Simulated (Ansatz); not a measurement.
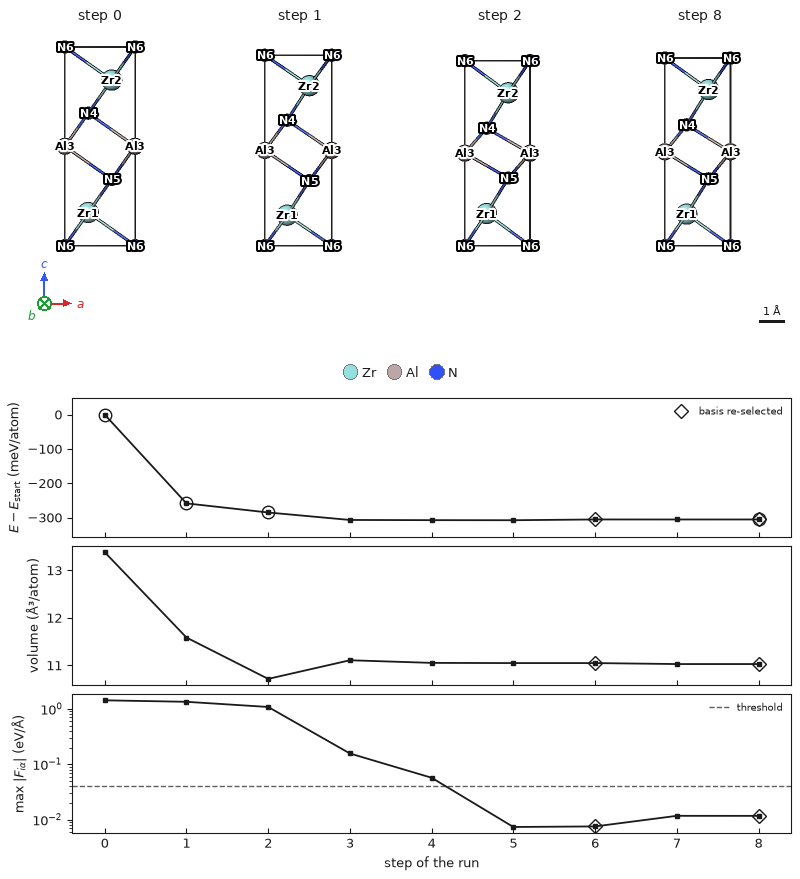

Frames of a relaxation of solid Zr2AlN3 (a generated structure, set up in P-3m1) (coarse preliminary run), marked on the history of the run. A ball-and-stick model of the cell of the calculation, seen along the b axis.

Computed with DFT PBE, scalar-relativistic, plane waves, PAW (Ansatz).

The input:
```yaml
crystal:
  lattice:
    - [3.35766572, 0.0, 0.0]
    - [-1.67883286, 2.90782381, 0.0]
    - [0.0, 0.0, 8.22456774]
  atoms:
    - { symbol: Zr, position: [0.33333333, 0.66666667, 0.16666667] }
    - { symbol: Zr, position: [0.66666667, 0.33333333, 0.83333333] }
    - { symbol: Al, position: [0.0, 0.0, 0.5] }
    - { symbol: "N", position: [0.33333333, 0.66666667, 0.66666667] }
    - { symbol: "N", position: [0.66666667, 0.33333333, 0.33333333] }
    - { symbol: "N", position: [0.0, 0.0, 0.0] }
basis:
  ecutwfc: 420
kpoints:
  mp_grid: { grid: [6, 6, 2] }
hamiltonian:
  xc: pbe
scf:
  occupations: { method: gaussian, width: 0.1 }
  lower_state_search: "off"
output:
  forces: true
  stress: true
  eigenvalues: true
relax:
  adjacent_minimum: "off"
  f_tol: 0.04
  max_steps: 70
  cell: { stress_tol: 0.4 }
```

Command:
```bash
ansatz run input.yaml --threads 1 --pin off --max-ram 2560MiB --backend cpu --events-out ev --progress --plain --runs-dir out
```

What happens along the run?

The largest moves relative to the cell, 0.18 Å, are those of N4 and N5. N4 goes along −c. Largest moves by element: N 0.18 Å, Zr 0.01 Å. Al stays in place. Cell: a = b 3.358 → 3.137 Å (−6.6 %), c 8.225 → 7.766 Å (−5.6 %). Volume −17.6 %. Near-neighbour distances that change, for instance: Al3–N4 2.374 → 2.128 Å, Zr1–Zr1 3.358 → 3.137 Å, Zr1–Zr2 3.358 → 3.176 Å, Zr1–N6 2.374 → 2.232 Å. Bond angles that change, for instance: Zr2–N4–Al3 180.0° → 172.8°, Zr2–N4–Zr2 90.0° → 84.8°, N4–Al3–N4 90.0° → 94.9°. The space group stays P-3m1 (No. 164). Over 6 accepted moves (8 points after the start) the energy falls by 305 meV per atom. Largest force component: 1.4 eV/Å at the start, 0.012 eV/Å at the end. The pressure goes from −27.64 to 0.04 GPa. The SCF was repeated twice at an unchanged geometry on a basis and grid sized afresh for the cell, which shifted the energy by 2.2 meV per atom at most. From step 0 to 1: N atoms move most (0.06 Å), volume −13.4 %, energy −259 meV per atom. From step 1 to 2: N atoms move most (0.18 Å), volume −7.5 %, energy −26.6 meV per atom. From step 2 to 8: N atoms move most (0.07 Å), volume +2.9 %, energy −20.3 meV per atom.

Limits of the set-up: the k-point mesh is coarse for a cell with partly filled bands.
